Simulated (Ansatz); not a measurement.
## From SnH(OH)3 to SnHBr3: predicting a member

Gas-phase molecules. On one Sn centre that keeps H, n of the OH ligands are replaced by Br. The dipole moment y in D at wB97M-V/def2-TZVPP. Shapes: PBE0-D4/def2-TZVP. Flexible molecules stand in one conformer, not always the lowest. Programs: Ansatz 0.2.0.

| molecule | n | y (D) |
| --- | --- | --- |
| SnH(OH)3 | 0 | 0.60 |
| SnH(OH)2Br | 1 | 0.74 |
| SnH(OH)Br2 | 2 | ? |
| SnHBr3 | 3 | 1.63 |

Fit y = c + s·n to the known rows and predict SnH(OH)Br2.


1. Means of the 3 rows: n = 1.33333, y = 0.990.
2. Σ(Δn)² = 4.6667, Σ(Δn·Δy) = 1.67, so the slope is 1.67/4.6667 = 0.35785.
3. Intercept: 0.990 − (0.35785) × 1.33333 = 0.513. The largest residual of the fit is 0.13.
4. SnH(OH)Br2: 0.513 + (0.35785) × 2 = 1.23 D.

The run gave 0.61 D, so the prediction is off by +0.62 D, more than the largest residual. The steps per swap are uneven (+0.14, -0.13, +1.02), so a line is a poor model. Dipoles add as vectors. Other levels give for SnH(OH)Br2: PBE-D4/def2-TZVPP 0.58; r2SCAN-D4/def2-TZVPP 0.64; B3LYP-D4/def2-TZVPP 0.57 D. For atoms past krypton def2 sets carry core potentials with scalar relativity. Relativity is left out for Br. The series isn't monotonic at this level.

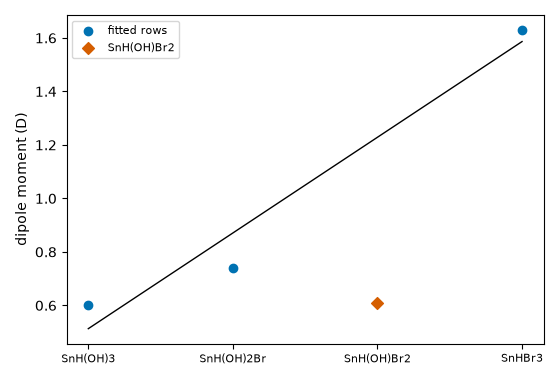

The fitted line, with the withheld member.
